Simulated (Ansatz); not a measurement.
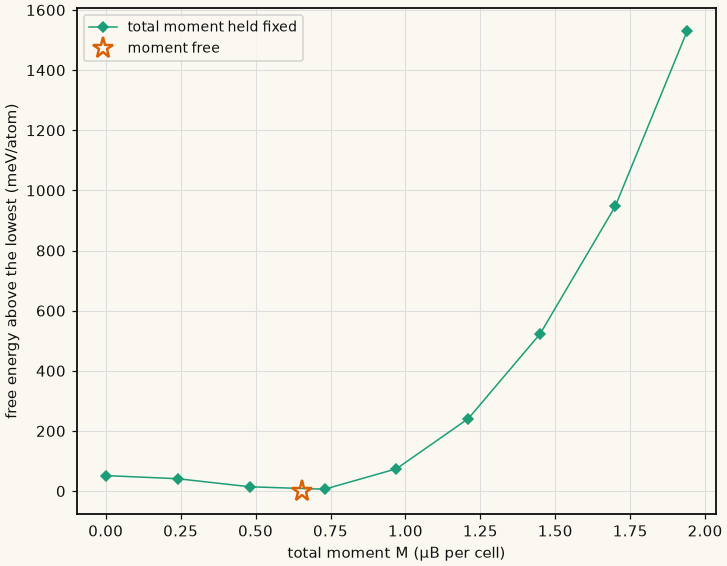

Fixed-spin-moment scan.
System: Ni (Fm-3m, 1 atom in the cell).
Method: DFT, PBE, PAW, plane waves, scalar-relativistic (Ansatz 0.2.0); cutoff 420 eV, 15×15×15 k-mesh, Fermi–Dirac smearing of 0.05 eV, collinear spins.

> What does the curve say about the magnetic state?

Among the held moments the energy is lowest at M = 0.7 μB. The best free run ends at M = 0.7 μB, at or below every held value. Antiparallel orders weren't tried, and these are the states found from these starts; lower ones may exist.

> How far does the point at M = 0 lie above the minimum?

About 51 meV/atom. That run is non-magnetic, so this is the energy of forming the moments.
